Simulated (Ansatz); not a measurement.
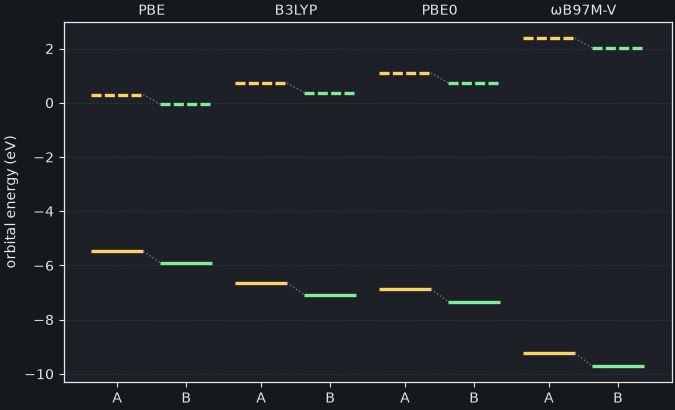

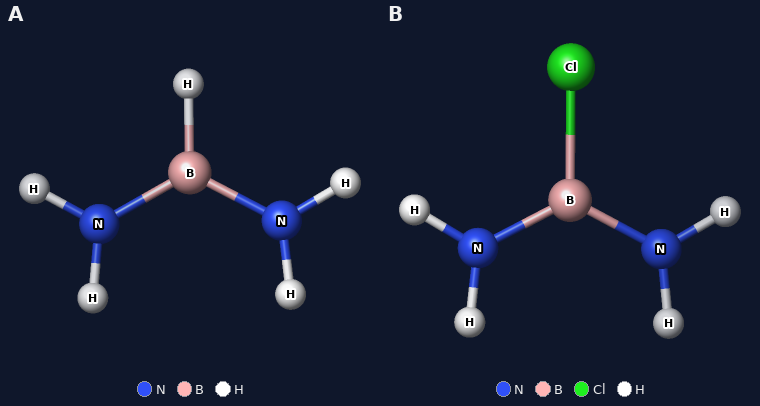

One change: A, BN₂H₅ (SMILES NBN), becomes B, BN₂H₄Cl (SMILES NB(N)Cl). H on B is replaced by Cl. HOMO (solid) and LUMO (dashed) computed in def2-TZVPP at PBE0-D4/def2-TZVP geometries, both minima by their frequencies, gas phase, the Ansatz code. Empty levels above zero depend strongly on the basis.

### What does the change do to HOMO and LUMO?

PBE: the HOMO falls by 0.42 eV, the LUMO falls by 0.35 eV, and the separation goes from 5.78 to 5.85 eV. B3LYP: the HOMO falls by 0.45 eV, the LUMO falls by 0.35 eV, and the separation goes from 7.36 to 7.46 eV. PBE0: the HOMO falls by 0.46 eV, the LUMO falls by 0.36 eV, and the separation goes from 7.97 to 8.07 eV. ωB97M-V: the HOMO falls by 0.46 eV, the LUMO falls by 0.36 eV, and the separation goes from 11.62 to 11.73 eV.

### Do the functionals agree on the effect?

They agree on the direction for both levels; the HOMO shift lies between −0.46 and −0.42 eV and the LUMO shift between −0.36 and −0.35 eV, while the separations themselves differ by up to 5.9 eV between functionals.
